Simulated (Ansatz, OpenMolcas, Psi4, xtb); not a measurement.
**CH6FNSn (SMILES [CH3][SnH]([NH2])[F]): the HOMO–LUMO gap, rung by rung**

The species is CH6FNSn (10 atoms), meant as a singlet with charge 0. SMILES: `[CH3][SnH]([NH2])[F]`. The coordinates come from a PBE0-D4/def2-TZVP relaxation. This is one conformer, not always the lowest.

Each level gives the HOMO–LUMO gap (eV). The values are calculated.

```
                                        level                    kind     program  value (eV)   CPU time
                                     GFN0-xTB          semi-empirical         xtb        5.72  under 2 s
                 HF/def2-SVP (core potential)            Hartree–Fock      Ansatz       14.35       16 s
HF/def2-SVP (density fitting, core potential)            Hartree–Fock        Psi4       14.35      1.8 s
              SVWN5/def2-SVP (core potential)                     LDA      Ansatz        5.10      5.8 s
                PBE/def2-SVP (core potential)                     GGA      Ansatz        5.12      8.6 s
              M06-L/def2-SVP (core potential)                meta-GGA  OpenMolcas        5.91       78 s
             r2SCAN/def2-SVP (core potential)                meta-GGA      Ansatz        5.83       18 s
              B3LYP/def2-SVP (core potential)           global hybrid  OpenMolcas        6.95       74 s
              wB97X/def2-SVP (core potential)  range-separated hybrid      Ansatz       12.18       37 s
           PBE-QIDH/def2-SVP (core potential)           double hybrid      Ansatz       11.77       15 s
```

The values span 5.10 to 14.35 eV. Orbital gaps aren't excitation energies, and those of double hybrids come from the SCF part alone; they tend to grow with the share of exact exchange. CPU times are rough (shared hosts, several kinds of processor and program).

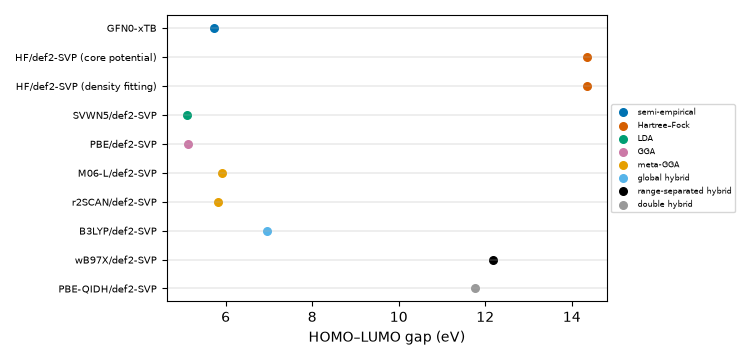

The values of the table, level by level.
